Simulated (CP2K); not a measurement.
# HNO3 (nitric acid): levels of theory compared

Wanted: a comparison of 3 runs (PM3, GFN0-xTB, GFN1-xTB) of HNO3 (nitric acid). 

The results are computed with CP2K 2026.2.

### Step 1. The system as given

HNO3: 5 atoms, total charge 0, spin state singlet. SMILES: `O=[N+]([O-])O`. Geometry: relaxed at GFN2-xTB. This is one conformer, not always the lowest.

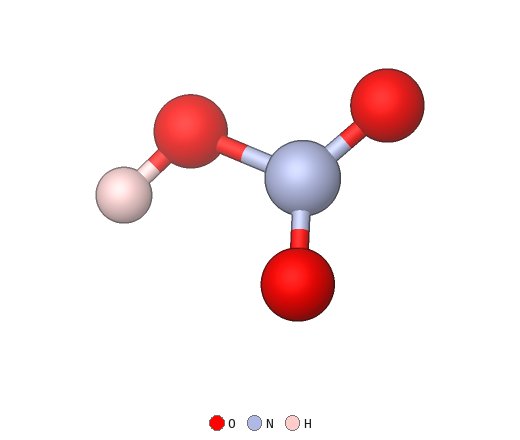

The structure, seen from a chosen angle (oxygen red, nitrogen light blue, hydrogen pink).

### Step 2. Energy and forces at PM3 (run 1)

The input, mol.inp:

```
&FORCE_EVAL
  METHOD QS
  &DFT
    CHARGE 0
    MULTIPLICITY 1
    &QS
      METHOD PM3
      EPS_DEFAULT 1.0E-10
      &SE
        &COULOMB
          CUTOFF [angstrom] 50
          RC_RANGE [angstrom] 0
        &END COULOMB
        &EXCHANGE
          CUTOFF [angstrom] 50
          RC_RANGE [angstrom] 0
        &END EXCHANGE
      &END SE
    &END QS
    &POISSON
      PERIODIC NONE
      POISSON_SOLVER ANALYTIC
    &END POISSON
    &SCF
      SCF_GUESS ATOMIC
      EPS_SCF 1.0E-06
      MAX_SCF 71
      &DIAGONALIZATION
        ALGORITHM STANDARD
      &END DIAGONALIZATION
      &MIXING
        METHOD DIRECT_P_MIXING
        ALPHA 0.8
      &END MIXING
    &END SCF
    &PRINT
      &MOMENTS
        PERIODIC F
        REFERENCE COM
        MAX_MOMENT 1
      &END MOMENTS
      &MO ON
        ENERGIES T
        OCCUPATION_NUMBERS T
        NDIGITS 6
        &EACH
          QS_SCF 0
        &END EACH
        ADD_LAST NUMERIC
      &END MO
      &HIRSHFELD OFF
      &END HIRSHFELD
    &END PRINT
  &END DFT
  &SUBSYS
    &CELL
      ABC [angstrom] 14.3 14.1 13.5
      PERIODIC NONE
    &END CELL
    &COORD
      O      8.282915     6.852415     7.512665
      N      7.224675     6.868535     7.003105
      O      6.395745     6.024435     6.928045
      O      6.900455     8.075565     6.392185
      H      6.017085     8.034915     5.987335
    &END COORD
  &END SUBSYS
  &PRINT
    &FORCES ON
    &END FORCES
  &END PRINT
&END FORCE_EVAL

&GLOBAL
  PROJECT mol
  RUN_TYPE ENERGY_FORCE
  PRINT_LEVEL MEDIUM
&END GLOBAL
```

Run with:

```sh
$ OMP_NUM_THREADS=1 cp2k.psmp mol.inp > mol.out
```

What it wrote:

```text
CP2K| version string:                                       CP2K version 2026.2
[...]
 GLOBAL| Method name                                                        CP2K
[...]
 GLOBAL| Run type                                                   ENERGY_FORCE
[...]
                             - Atoms:                                          5
[...]
                             - Spherical basis functions:                     17
[...]
 Number of electrons:                                                         24
[...]
     1 P_Mix/Diag. 0.80E+00    0.0     0.73327354       -33.6006030179 -3.36E+01
[...]
    12 DIIS/Diag.  0.11E-06    0.0     0.00000010       -38.7781281157 -3.47E-12
  *** SCF run converged in    12 steps ***
  Core-core repulsion energy [eV]:                           1662.18130295895799
  Core Hamiltonian energy [eV]:                             -1765.62036696475639
  Two-electron integral energy [eV]:                        -1903.53493077817939
  Electronic energy [eV]:                                   -2717.38783235384608
  Total energy [eV]:                                        -1055.20652939488809
  Atomic reference energy [eV]:                              1053.62138321018278
  Heat of formation [kcal/mol]:                               -36.55434230914192
[...]
 SE_DIPOLE| Moment [Debye]          1.66514714      -1.32696006       1.29400683
 SE_DIPOLE| Derivative [a.u.]       0.00000000       0.00000000       0.00000000
 ENERGY| Total FORCE_EVAL ( QS ) energy [hartree]            -38.778128115694791
[...]
```

Wall time 0.22 s (1 thread of Arm Neoverse V2, shared host).

### Step 3. The energy at GFN0-xTB (run 2)

The input, run.inp:

```
&GLOBAL
    PROJECT run
    RUN_TYPE ENERGY
    PRINT_LEVEL MEDIUM
&END

&FORCE_EVAL
    METHOD QUICKSTEP
    &DFT
        ! Quickstep
        &QS
            METHOD XTB
            EPS_DEFAULT 1.0E-10
            &XTB
                GFN_TYPE 0
                CHECK_ATOMIC_CHARGES F
            &END
        &END
        ! cluster boundary conditions
        &POISSON
            PERIODIC NONE
            POISSON_SOLVER ANALYTIC
        &END
        &SCF
            SCF_GUESS ATOMIC
            EPS_SCF 1.0E-06
            MAX_SCF 150
            ADDED_MOS 8
            &DIAGONALIZATION
                ALGORITHM STANDARD
            &END
            &MIXING
                METHOD DIRECT_P_MIXING
                ALPHA 0.4
            &END
            &SMEAR ON
                METHOD FERMI_DIRAC
                ELECTRONIC_TEMPERATURE [K] 300
            &END
        &END
        ! extra output
        &PRINT
            &MOMENTS
                PERIODIC F
                REFERENCE COM
                MAX_MOMENT 1
            &END
            &MO ON
                ENERGIES T
                OCCUPATION_NUMBERS T
                NDIGITS 6
                &EACH
                    QS_SCF 0
                &END
                ADD_LAST NUMERIC
            &END
            &HIRSHFELD OFF
            &END
        &END
    &END
    &SUBSYS
        &CELL
            ABC 12.3 12.1 11.5
            PERIODIC NONE
        &END
        &COORD
            O      1.318740    -0.318760     0.748000
            N      0.260500    -0.302640     0.238440
            O     -0.568430    -1.146740     0.163380
            O     -0.063720     0.904390    -0.372480
            H     -0.947090     0.863740    -0.777330
        &END
        &TOPOLOGY
            &CENTER_COORDINATES
            &END
        &END
    &END
&END
```

Run with:

```sh
$ OMP_NUM_THREADS=1 cp2k.psmp -i run.inp > run.out 2>&1
```

What it wrote:

```text
CP2K| version string:                                       CP2K version 2026.2
[...]
 GLOBAL| Method name                                                        CP2K
[...]
 GLOBAL| Run type                                                         ENERGY
[...]
 *** WARNING in qs_environment.F:2210 :: More added MOs requested than     ***
 *** available. The full set of unoccupied MOs will be used. Use           ***
 *** 'ADDED_MOS -1' to always use all available MOs and to get rid of this ***
[...]
                             - Atoms:                                          5
[...]
                             - Spherical basis functions:                     18
[...]
 Number of electrons:                                                         24
[...]
  Fermi energy:                                                -0.27260366001784
[...]
 TB_DIPOLE| Moment [Debye]         -0.74631192       1.56882085      -0.94847535
 TB_DIPOLE| Derivative [a.u.]       0.00000000       0.00000000       0.00000000
[...]
 ENERGY| Total FORCE_EVAL ( QS ) energy [hartree]            -13.240055017700096
[...]
```

Wall time 0.22 s (1 thread of Arm Neoverse V2, shared host).

### Step 4. The energy at GFN1-xTB (run 3)

The input, job.inp:

```
&force_eval
   method QS
   &dft
      charge 0
      multiplicity 1
      # Quickstep
      &qs
         method XTB
         eps_default 1.0E-10
         &xtb
            gfn_type 1
            check_atomic_charges F
         &end xtb
      &end qs
      # isolated system
      &poisson
         periodic NONE
         poisson_solver ANALYTIC
      &end poisson
      # self-consistent field
      &scf
         scf_guess ATOMIC
         eps_scf 1.0E-08
         max_scf 25
         &ot ON
            minimizer BROYDEN
            preconditioner FULL_ALL
            stepsize 0.02
         &end ot
         &outer_scf
            eps_scf 1.0E-08
            max_scf 3
         &end outer_scf
      &end scf
      # extra output
      &print
         &moments
            periodic F
            reference COM
            max_moment 1
         &end moments
         &mo_cubes
            nlumo 5
            nhomo -1
            write_cube F
         &end mo_cubes
         &hirshfeld OFF
         &end hirshfeld
      &end print
   &end dft
   &subsys
      &cell
         abc [angstrom] 10.3 10.1 9.5
         periodic NONE
      &end cell
      &coord
         O      1.318740    -0.318760     0.748000
         N      0.260500    -0.302640     0.238440
         O     -0.568430    -1.146740     0.163380
         O     -0.063720     0.904390    -0.372480
         H     -0.947090     0.863740    -0.777330
      &end coord
      &topology
         &center_coordinates
         &end center_coordinates
      &end topology
   &end subsys
&end force_eval

&global
   project_name job
   run_type ENERGY
   print_level MEDIUM
&end global
```

Run with:

```sh
$ OMP_NUM_THREADS=1 cp2k.psmp job.inp > job.out
```

What it wrote:

```text
CP2K| version string:                                       CP2K version 2026.2
[...]
 GLOBAL| Method name                                                        CP2K
[...]
 GLOBAL| Run type                                                         ENERGY
[...]
                             - Atoms:                                          5
[...]
                             - Spherical basis functions:                     18
[...]
 Number of electrons:                                                         24
[...]
     1 OT BROY     0.20E-01    0.0     0.16421714       -17.4254018155 -1.74E+01
[...]
    22 OT BTRK     0.20E-01    0.0     8.5686E-09       -17.6839393641  2.13E-14
  *** SCF run converged in    22 steps ***
[...]
 TB_DIPOLE| Moment [Debye]         -1.86214729       1.37772510      -1.40698462
 TB_DIPOLE| Derivative [a.u.]       0.00000000       0.00000000       0.00000000
[...]
 ENERGY| Total FORCE_EVAL ( QS ) energy [hartree]            -17.683939364100485
[...]
```

Wall time 0.4 s (1 thread of Arm Neoverse V2, shared host).

### Step 5. Overview of the runs

```csv
run,level,task,iteration cap,energy (Eh),dipole moment (D),HOMO energy (eV),wall time
1,PM3,gradient,71,-38.778128,2.49,-12.96,0.22 s
2,GFN0-xTB,energy,150,-13.240055,1.98,-11.24,0.22 s
3,GFN1-xTB,energy,25,-17.683939,2.71,-15.04,0.4 s
```

### Step 6. Outcome

| quantity | value |
| --- | --- |
| run 3: total energy | -17.68394 Eh |
| run 3: dipole moment (from atomic charges alone) | 2.71 D |
| run 3: HOMO energy | -15.04 eV |
| run 3: dispersion energy | -2.10 kJ/mol |

**Reading.** The dipole moment (its size) runs from 1.98 D (GFN0-xTB) to 2.71 D (GFN1-xTB). Some of these are taken from atomic charges alone. Force-field and semi-empirical energies have zeros of their own, so their totals don't compare. All runs together took 0.84 s, the longest 0.4 s.
